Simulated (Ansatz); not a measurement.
**ClH4NO2Zr: density, localisation and related maps**

Input

```
crystal:
  periodic: [false, false, false]
  atoms:
    - { symbol: Zr, position_ang: [0.0, 0.0, 0.0] }
    - { symbol: "N", position_ang: [0.0, 0.0, 2.21] }
    - { symbol: H, position_ang: [-0.877, -0.2713, 2.74] }
    - { symbol: H, position_ang: [0.877, 0.2713, 2.74] }
    - { symbol: O, position_ang: [1.952, 0.0, -0.6893] }
    - { symbol: H, position_ang: [2.2684, -0.9521, -0.806] }
    - { symbol: O, position_ang: [-0.975, 1.6891, -0.6893] }
    - { symbol: H, position_ang: [-1.9328, 1.4584, -0.9117] }
    - { symbol: Cl, position_ang: [-1.1869, -2.0563, -0.8392] }
basis:
  gaussian: { orbitals: def2-SVP }
hamiltonian:
  xc: revpbe
  dispersion: d4
relax:
  f_tol: 0.02
  max_steps: 40
output:
  orbitals: {}
```

Launched as:

```sh
ansatz run input.yaml --threads 2 --pin off --max-ram 3072MiB --backend cpu --events-out ev --progress --plain --runs-dir out
```

The fields are those of the relaxed geometry.

Core potentials replace the inner electrons of Zr.

Level of theory: Ansatz 0.2.0, RKS revPBE-D4/def2-SVP.

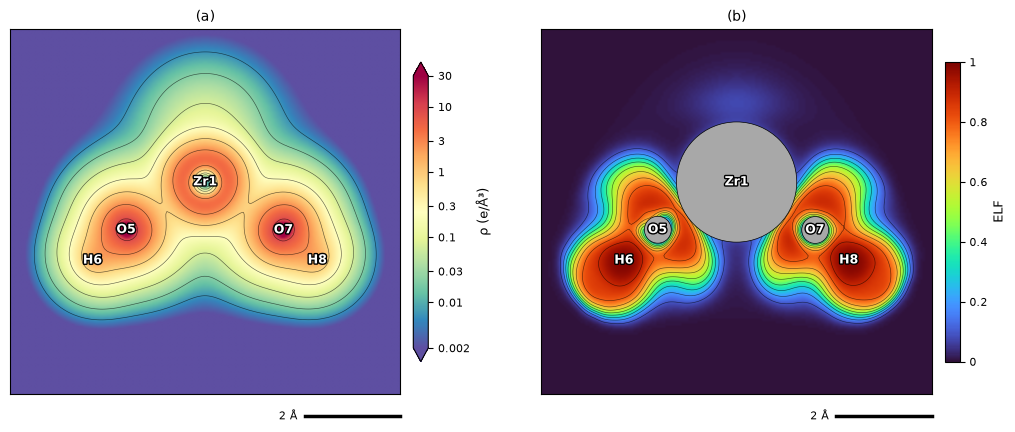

Figure 1. (a) electron density; (b) electron localisation function on the plane of atoms O5, Zr1 and O7. Grey discs cover the atomic cores in the ELF map.

Q: What do the fields say about this system?

A:
- The section cuts through Zr, O and H sites.
- Zr–O (1.93 Å): the density is about 0.87 e/Å³ at the midpoint; the ELF peaks at about 0.80 in the valence shell of O, 0.5 Å from its nucleus, and drops to about 0.20 between the two atoms.
- O–H (0.97 Å): ρ at the midpoint is about 3.6 e/Å³; the ELF climbs to about 1 towards the hydrogen, as it does in any bond to H: a covalent bond by its length.

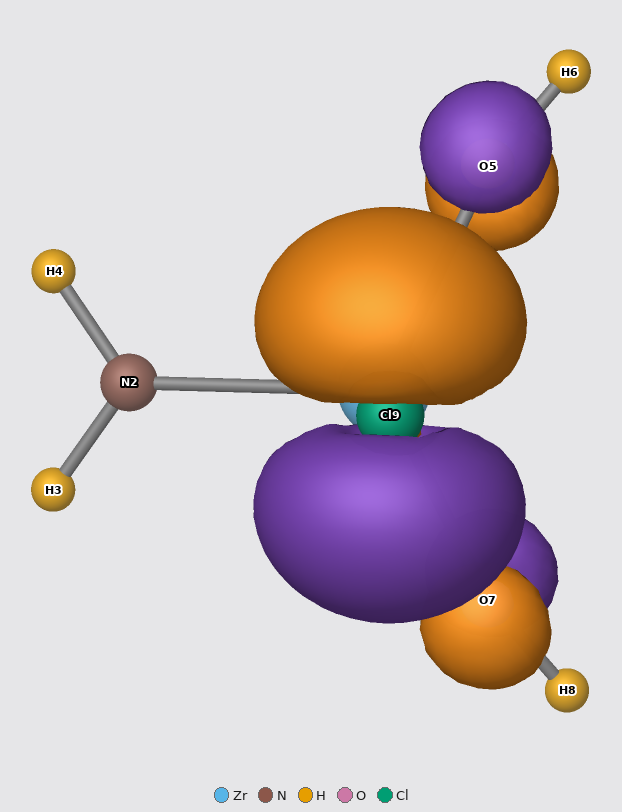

Figure 2. The HOMO−1 at ±0.15 Å⁻³ᐟ² (orange and purple are the two phases), seen across its widest extent.

Q: What is the character of this orbital?

A: It lies mainly on Cl9 (about 75 %), O7 (about 10 %) and O5 (about 10 %); largely a lone pair of Cl9. Its energy is −6.73 eV.

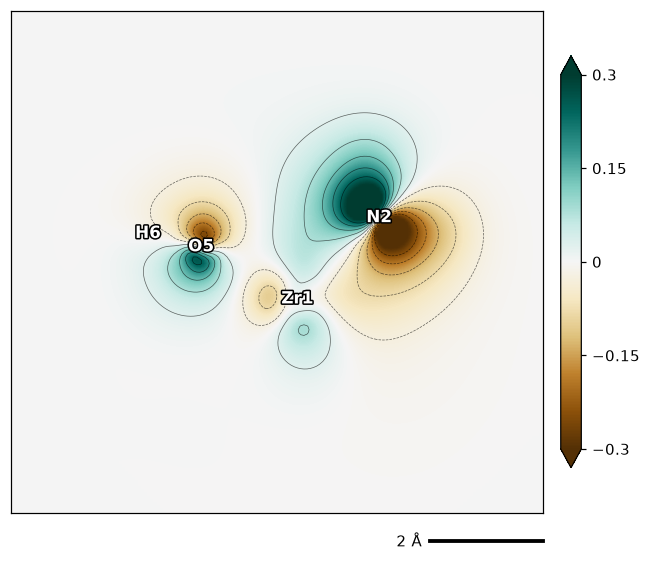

Figure 3. The HOMO on the plane of atoms N2, Zr1 and O5 (values in Å⁻³ᐟ²; the overall sign is arbitrary).

Q: Describe this orbital and give its energy.

A: Its weight (Hirshfeld) is mainly on N2 (about 65 %), Zr1 (about 15 %) and Cl9 (about 10 %). Its energy is −5.74 eV.
